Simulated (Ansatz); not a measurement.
```yaml
atoms:
  - { symbol: Si, position_ang: [-0.1027, 0.1693, -0.0666] }
  - { symbol: H, position_ang: [-0.1603, 0.1184, 1.4114] }
  - { symbol: H, position_ang: [1.3468, 0.2172, -0.4680] }
  - { symbol: H, position_ang: [-0.7662, 1.4556, -0.5013] }
  - { symbol: Si, position_ang: [-1.1432, -1.7259, -0.9570] }
  - { symbol: H, position_ang: [-1.7630, -2.5653, 0.1366] }
  - { symbol: H, position_ang: [-2.2711, -1.2725, -1.8522] }
  - { symbol: H, position_ang: [-0.2126, -2.5833, -1.7715] }
  - { symbol: S, position_ang: [1.3169, -2.5661, 1.2777] }
  - { symbol: H, position_ang: [0.1472, -3.2561, 1.4078] }
  - { symbol: H, position_ang: [0.7495, -1.4436, 1.8660] }
```

Not at a stationary point (largest force 0.6 eV/Å).

Level of theory: RKS LDA/def2-SVP in Ansatz.

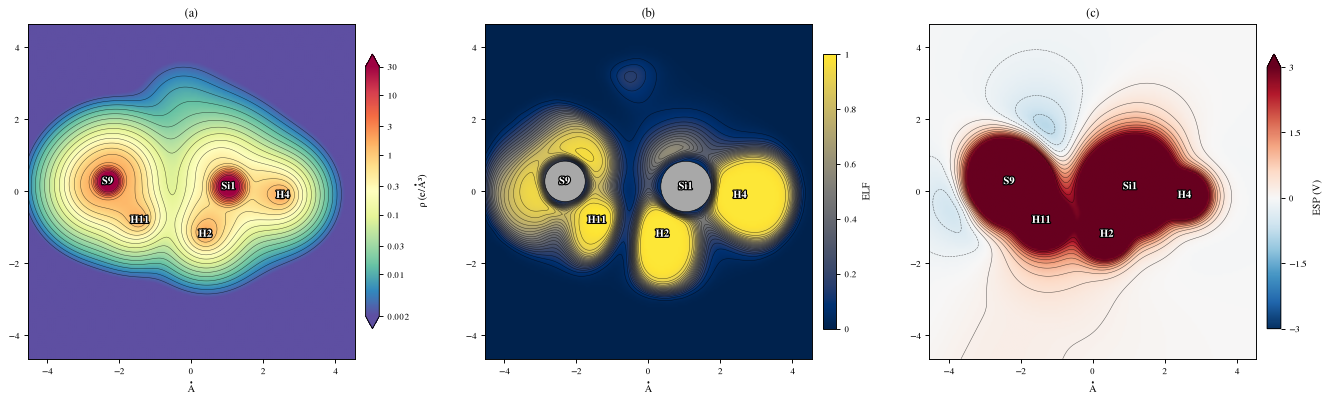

H$_{6}$Si$_{2}$···H$_{2}$S. (a) electron density; (b) ELF; (c) molecular electrostatic potential on the plane of atoms H2, Si1 and H4. Grey discs cover the atomic cores in the ELF map.

Describe what can be read from this map.

Atoms in the plane: Si, H and S.
H2···H11 (1.86 Å): the density falls to about 0.13 e/Å³ on the way; the ELF dips to about 0.15 between them.
S–H (1.39 Å): ρ at the midpoint is about 1.4 e/Å³; the ELF climbs to about 1 towards the hydrogen, as it does in any bond to H.
Si–H (1.48 Å): ρ is about 0.74 e/Å³ halfway; the ELF climbs to about 1 towards the hydrogen.
The ELF also peaks beside S9, away from the bonds: lone-pair regions.
Outside the dense part of the complex the potential is most negative (−0.8 V) near S9.
